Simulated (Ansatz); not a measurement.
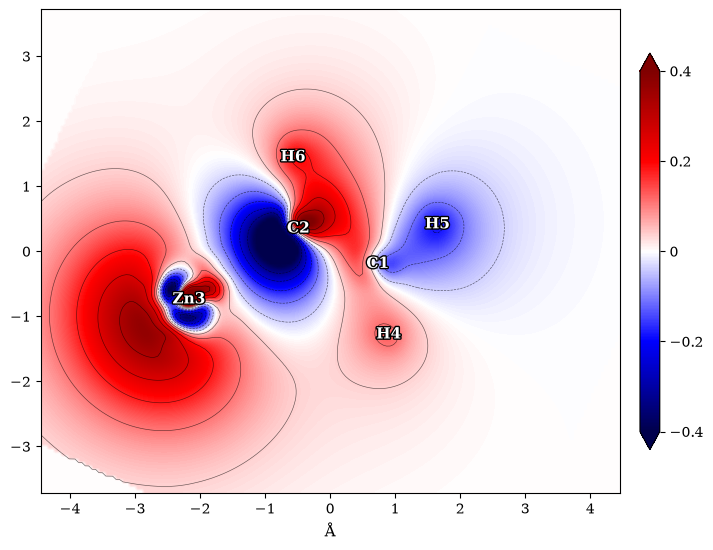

*C2H3Zn (SMILES C=[CH][Zn]) (doublet). The HOMO (α) on the molecular plane (values in Å⁻³ᐟ²; the overall sign is arbitrary).*

Geometry: PBE0-D3(BJ)/def2-SVP.

Theory: Ansatz 0.2.0, isolated molecule in a Gaussian basis; Kohn-Sham density functional theory, functional PBE0.

Input file:

```
crystal:
  periodic: [false, false, false]
  atoms:
    - {symbol: C, position_ang: [0.498887, -0.934425, 0.072837]}
    - {symbol: C, position_ang: [0.516930, 0.344258, 0.459883]}
    - {symbol: Zn, position_ang: [2.211420, 1.375412, 0.754834]}
    - {symbol: H, position_ang: [1.414383, -1.511388, -0.111086]}
    - {symbol: H, position_ang: [-0.437203, -1.488680, -0.085645]}
    - {symbol: H, position_ang: [-0.444107, 0.854652, 0.624166]}
basis:
  gaussian:
    orbitals: def2-TZVPD
magnetization:
  spin_polarized: true
  initial_magnetization: 1
hamiltonian:
  xc: {name: PBE0}
output: {forces: true, orbitals: {seedname: orbitals}}
```

Run with:

```sh
ansatz run input.yaml --threads 1 --pin off --max-ram 2610MiB --events-out events.jsonl --progress --plain --runs-dir runs
```

> What is the character of this orbital?

It lies mainly on Zn3 (about 75 %) and C2 (about 15 %). Its energy is −5.29 eV.
